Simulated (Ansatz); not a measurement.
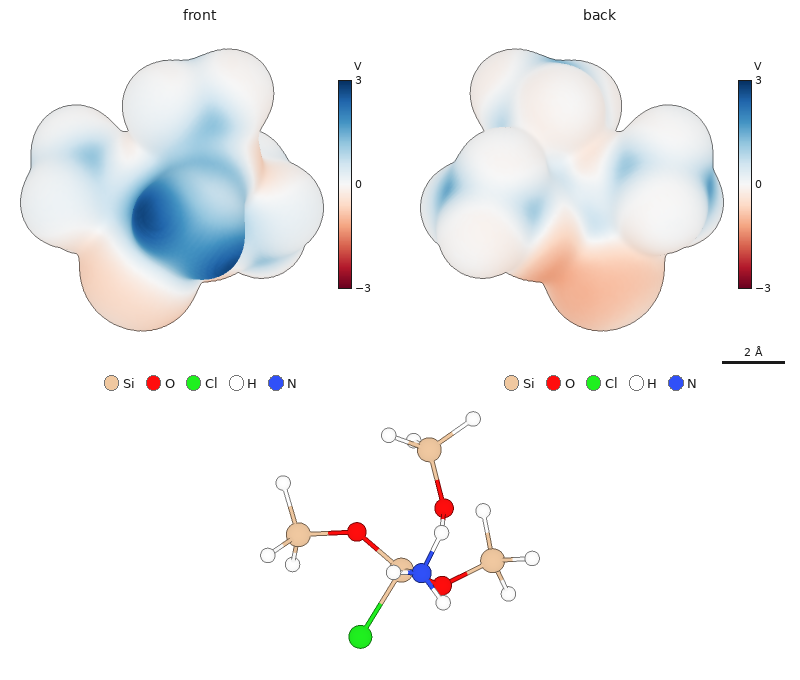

Figure. ClH₁₂NO₃Si₄. The molecular electrostatic potential painted on the density surface at 0.002 e/bohr³, seen from the front and from behind; red is negative and blue positive. The bare structure is drawn below in the same view.

A transition-state structure; geometry: PBE0-D4/def2-TZVP.

Level of theory: RKS PBE0-D4/def2-TZVPP in Ansatz.

```yaml
atoms:
  - { symbol: Si, position_ang: [0.5418, 0.1183, 0.8388] }
  - { symbol: O, position_ang: [0.4791, 0.2063, -1.2366] }
  - { symbol: Si, position_ang: [-0.8375, 0.3966, -2.2068] }
  - { symbol: O, position_ang: [-1.0403, 0.4754, 0.7982] }
  - { symbol: Si, position_ang: [-2.2662, 0.7170, 1.8804] }
  - { symbol: O, position_ang: [1.1075, -1.3863, 0.6927] }
  - { symbol: Si, position_ang: [1.3798, -2.4381, -0.5504] }
  - { symbol: Cl, position_ang: [0.8804, 0.3602, 2.9217] }
  - { symbol: H, position_ang: [1.2472, 1.0639, -0.8441] }
  - { symbol: N, position_ang: [1.6715, 1.4388, 0.2852] }
  - { symbol: H, position_ang: [-1.4538, 1.7386, -2.0141] }
  - { symbol: H, position_ang: [-0.4062, 0.2803, -3.6254] }
  - { symbol: H, position_ang: [-1.8447, -0.6531, -1.9156] }
  - { symbol: H, position_ang: [-2.3832, -0.4272, 2.8143] }
  - { symbol: H, position_ang: [-2.0481, 1.9767, 2.6323] }
  - { symbol: H, position_ang: [-3.5021, 0.8327, 1.0688] }
  - { symbol: H, position_ang: [1.7736, -3.7194, 0.0852] }
  - { symbol: H, position_ang: [2.4922, -1.9605, -1.4080] }
  - { symbol: H, position_ang: [0.1597, -2.6570, -1.3638] }
  - { symbol: H, position_ang: [2.6405, 1.2763, 0.5335] }
  - { symbol: H, position_ang: [1.4087, 2.3603, 0.6137] }
```

Question: Which sites attract a positive test charge, and which a negative one?

Answer: A positive charge is drawn to the negative regions and a negative charge to the positive ones. The most negative region (about −1.1 V, or −25 kcal/mol for a unit charge) lies over O6 and Cl8, the most positive (about +2.6 V, or +60 kcal/mol for a unit charge) over H20 and H21.
